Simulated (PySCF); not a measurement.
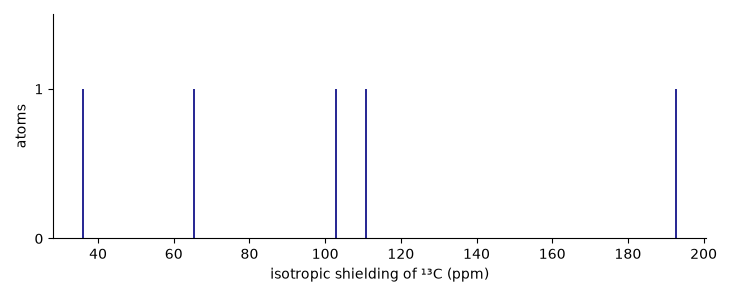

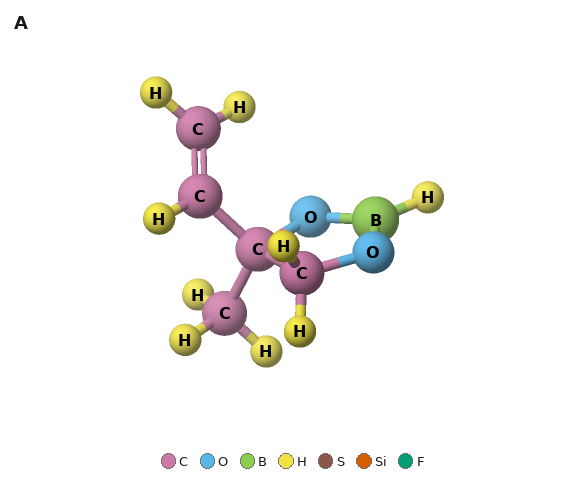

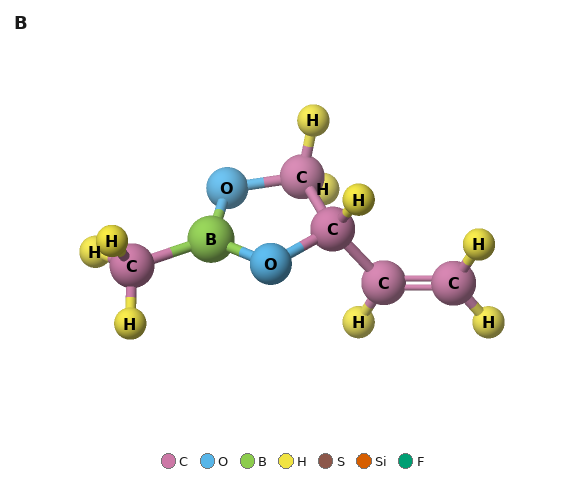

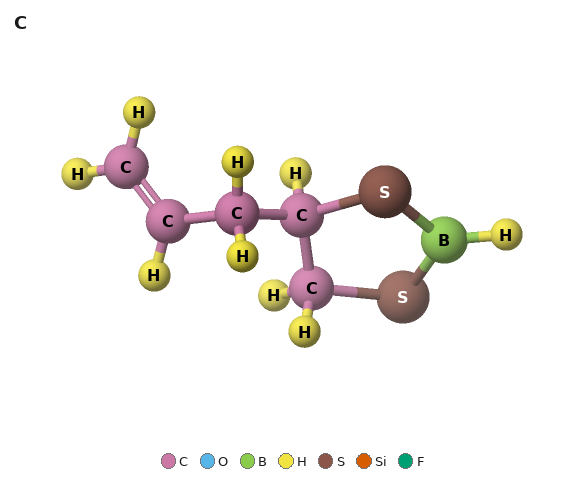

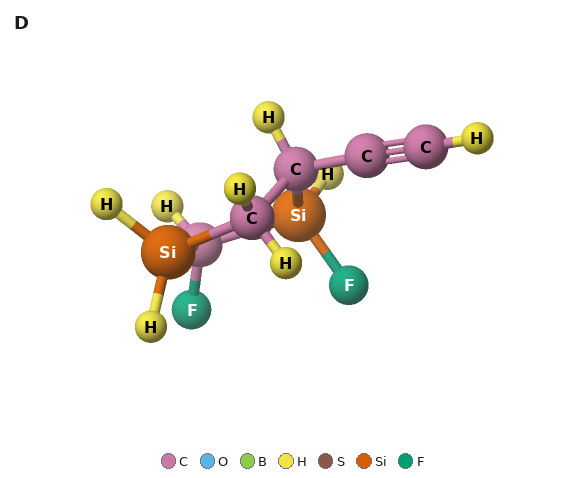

The sticks are computed shieldings of one of the molecules, for one fixed geometry (GFN2-xTB) without averaging over rotations. Low shielding means a high chemical shift. Method: GIAO PBE0/pcSseg-1 NMR shielding, non-relativistic, gas phase (PySCF 2.14.0).

**Which molecule gives this pattern?**

B, `C=C[C@H]1COB(C)O1`. Its 5 C atoms give lines at 36.0, 65.4, 102.8, 110.8, 192.8 ppm.

The geometry is semi-empirical. Around B, Si such bond lengths and angles can be off by a tenth of an ångström or more and by several degrees, and values that hang on the shape move with them.
